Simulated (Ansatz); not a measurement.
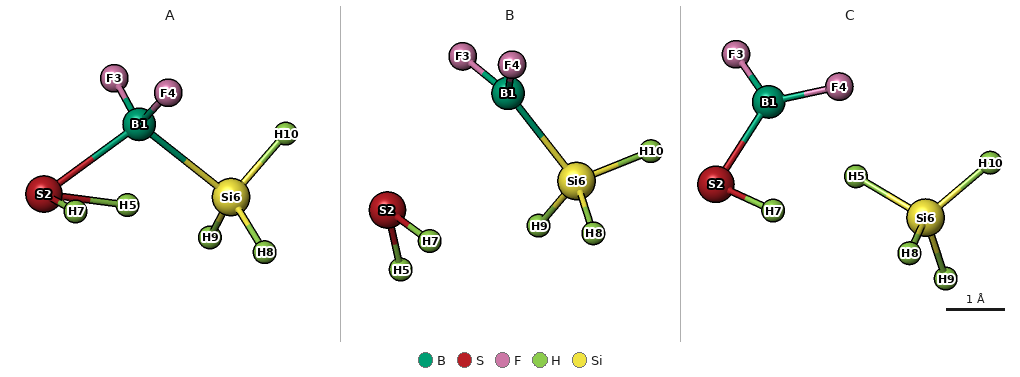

Three geometries of BSiH5SF2: a saddle point and the two minima that it joins, in shuffled order. The picture is a ball-and-stick view, seen at a tilt. Sticks join atoms that are closer than about 1.2 times the sum of their covalent radii (a little more with hydrogen).

Stationary points at PBE0-D4/def2-TZVP, single-point energies with CCSD(T)/CBS, B3LYP-D4, wB97M-V (def2-TZVPP where no basis is named; Ansatz 0.2.0). The energies are electronic, without zero-point or thermal terms, and both ends are the minima reached downhill from the saddle, with any fragments still in contact. CCSD(T)/CBS stands for a frozen-core estimate: MP2 correlation extrapolated from def2-TZVPP and def2-QZVPP, CCSD(T) minus MP2 from the smaller set.

**Identify the saddle point and describe the reaction.**

Frame A is the saddle point. Counted by bonded pieces, C holds BHSF₂ + SiH₄ and B holds H₂S + SiBH₃F₂. From C over the saddle to B, bonds form: B1–Si6 (3.82 → 2.21 → 2.03 Å), S2–H5 (3.71 → 1.61 → 1.34 Å). Bonds break: B1–S2 (1.80 → 2.13 → 3.04 Å), H5–Si6 (1.49 → 1.95 → 3.48 Å). The saddle has one imaginary mode, 936i cm⁻¹. With CCSD(T)/CBS the barrier is 50.9 kcal/mol from C and 33.2 kcal/mol from B, and B lies 17.7 kcal/mol above C.

```tsv
level	barrier from C (kcal/mol)	barrier from B (kcal/mol)	B less C (kcal/mol)
CCSD(T)/CBS	50.9	33.2	17.7
B3LYP-D4	48.9	31.6	17.3
wB97M-V	51.0	33.0	17.9
```

Against CCSD(T)/CBS, wB97M-V comes closest on the barrier from C (+0.0 kcal/mol) and B3LYP-D4 misses most (−2.0 kcal/mol).

Limits of the set-up: the start holds two separate molecules, 3.0 Å apart at their closest, whose relative position is a soft coordinate.
